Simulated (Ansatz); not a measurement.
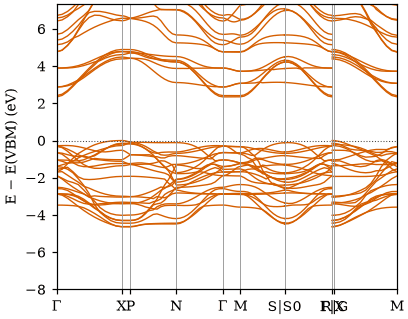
Figure. Band structure from DFT-r²SCAN in the program Ansatz with PAW potentials

Q: Read off the gap and where the band edges lie.

A: About 2.3 eV (2.35 eV by a search for the band edges); maximum at X, minimum at Γ.

Q: Pick the material that matches.
A) SnF4, I4/mmm (Sn on 2a, F on 4e, F on 4c)
B) Nb2O5, I4/mmm (Pearson symbol tI112)
C) Y2Ti2S2O5, I4/mmm (Pearson symbol tI22)
D) Sr3Ti2O7, I4/mmm (Pearson symbol tI24)

A: D, Sr3Ti2O7, I4/mmm (Pearson symbol tI24)

The workflow started from a Materials Project entry (that database holds measured and hypothetical structures alike); the Crystallography Open Database files this formula in space group No. 139, but the cells were not matched. Whether it is the stable phase at ambient conditions was not checked. Symmetry was held in the r²SCAN relaxation; its stability against distortions is not shown here. The run is not spin-polarised. Spin–orbit coupling is left out wherever it is not named.

Potentials: the later of the program's two PAW sets.
